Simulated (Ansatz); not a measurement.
# CH5Ge (SMILES [CH3][GeH2]) at UHF/3-21G

Aim: the electronic atomisation energy of CH5Ge at UHF/3-21G, from 4 runs. 

Program for the calculation: Ansatz 0.2.0.

36 further runs of the same task are left out: 36 set aside as unsound or not needed.

### 1 Starting point

The species is CH5Ge (7 atoms), meant as a doublet with charge 0. SMILES: `[CH3][GeH2]`. The shape is that of a PBE0-D4/def2-TZVP optimisation.

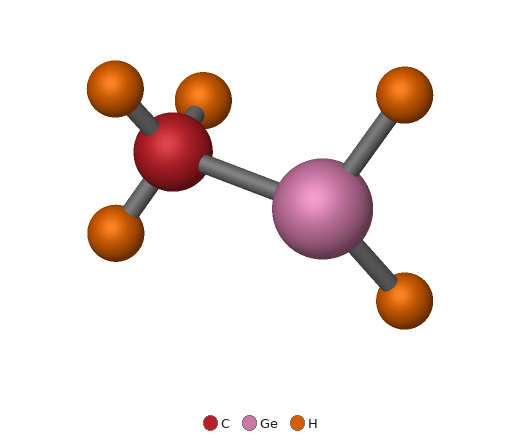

Viewed from a chosen angle; carbon red, germanium pink, hydrogen orange.

### 2 A single-point energy at UHF/3-21G

Input file in.yaml:

```yaml
crystal:
  periodic: [false, false, false]
  atoms:
    - symbol: C
      position_ang: [-0.247600, -0.809300, -0.206400]
    - symbol: Ge
      position_ang: [0.396000, 0.824800, 0.663000]
    - symbol: H
      position_ang: [-1.153200, -1.166400, 0.283800]
    - symbol: H
      position_ang: [0.513100, -1.588100, -0.157000]
    - symbol: H
      position_ang: [-0.473200, -0.603400, -1.255600]
    - symbol: H
      position_ang: [-0.673100, 1.940800, 0.621200]
    - symbol: H
      position_ang: [1.699200, 1.333700, 0.005300]
basis:
  gaussian:
    orbitals: 3-21G-spherical.json
total_charge: 0
magnetization:
  spin_polarized: true
  initial_magnetization: 1
hamiltonian:
  xc: hf
accuracy: high
output: {orbitals: {seedname: orbitals}}
```

The basis set 3-21G is read from a file made from the Basis Set Exchange's data (not shown).

Command:

```sh
$ ansatz run in.yaml --threads 1 --pin off --max-ram 3480MiB --events-out events.jsonl --progress --plain --runs-dir runs
```

Output:

```text
Warning: RAYON_NUM_THREADS=1 ignored (pool sized by the plan → 1); use --threads N
Functional definition: HF
  name "HF"
  exchange = exact_x
  correlation = 0
770 factors; integrals over basis functions are off by at most 4.6e-9 eV
mean field evaluation 1: about -57302.2295 eV, gradient 1.2e1 eV
mean field evaluation 2: about -57302.3833 eV, gradient 1.2e1 eV
mean field evaluation 4: about -57303.2885 eV, gradient 1.3e0 eV
mean field evaluation 8: about -57303.3094 eV, gradient 1.3e-3 eV
mean field evaluation 16: about -57303.3094 eV, gradient 1.2e-8 eV
mean field -57303.30941115 eV, -2105.8577792815 hartree, gradient 1.3e-8 eV, S^2 0.752720; 0 other end points of the search recorded, 0 dependent functions left out
reference -57303.30941115 eV, -2105.8577792815 hartree; 22, 21 occupied and 19, 20 virtual orbitals, 770 factors
Total energy: -57303.30941115 eV, -2105.8577792815 hartree
```

Wall time 0.46 s (1 thread of Arm Neoverse V2, shared host); peak memory 0.097 GiB.

### 3 The C atom

Input file run.yaml:

```yaml
crystal:
  periodic: [false, false, false]
  atoms:
    - {symbol: C, position_ang: [0.000000, 0.000000, 0.000000]}
basis:
  gaussian: {orbitals: 3-21G.json}
magnetization: {spin_polarized: true, initial_magnetization: 2}
hamiltonian: {xc: hf}
accuracy: high
```

The basis set 3-21G is read from a file made from the Basis Set Exchange's data (not shown).

Run the same way, it converges to -37.48107 Eh (log not shown).

### 4 The Ge atom

Input file in.yaml:

```yaml
crystal:
  periodic: [false, false, false]
  atoms:
    - symbol: Ge
      position_ang: [0.000000, 0.000000, 0.000000]
basis:
  gaussian:
    orbitals: 3-21G-spherical.json
magnetization:
  spin_polarized: true
  initial_magnetization: 2
accuracy: high
hamiltonian:
  xc: hf
```

The basis set 3-21G is read from a file made from the Basis Set Exchange's data (not shown).

Run the same way, it converges to -2065.29167 Eh (log not shown).

### 5 The H atom

Input file in.yaml:

```yaml
basis:
  gaussian:
    orbitals: 3-21G.json
crystal:
  periodic: [false, false, false]
  atoms:
    - symbol: H
      position_ang: [0.000000, 0.000000, 0.000000]
accuracy: high
magnetization:
  spin_polarized: true
  initial_magnetization: 1
hamiltonian:
  xc: hf
```

The basis set 3-21G is read from a file made from the Basis Set Exchange's data (not shown).

Run the same way, it converges to -0.49620 Eh (log not shown).

### 6 What came out

Level: UHF/3-21G.

| quantity | value |
| --- | --- |
| molecule: total energy | -2105.85778 Eh |
| molecule: HOMO energy (highest over α and β) | -8.32 eV |
| molecule: LUMO energy (lowest over α and β) | 1.35 eV |
| molecule: ⟨S²⟩ | 0.753 |
| C atom: total energy | -37.48107 Eh |
| C atom: ⟨S²⟩ | 2.001 |
| Ge atom: total energy | -2065.29167 Eh |
| Ge atom: ⟨S²⟩ | 2.000 |
| H atom: total energy | -0.49620 Eh |
| H atom: ⟨S²⟩ | 0.750 |
| electronic atomisation energy | 16.437 eV |

**Reading.** Taking the molecule apart into free atoms costs 16.44 eV (379 kcal/mol), before zero-point energy and without spin-orbit coupling. Hartree–Fock lacks the correlation of the bonding pairs, which as a rule makes this value much too low; in minimal bases other errors can mask that. The basis has no polarisation functions, which makes bonds too weak.
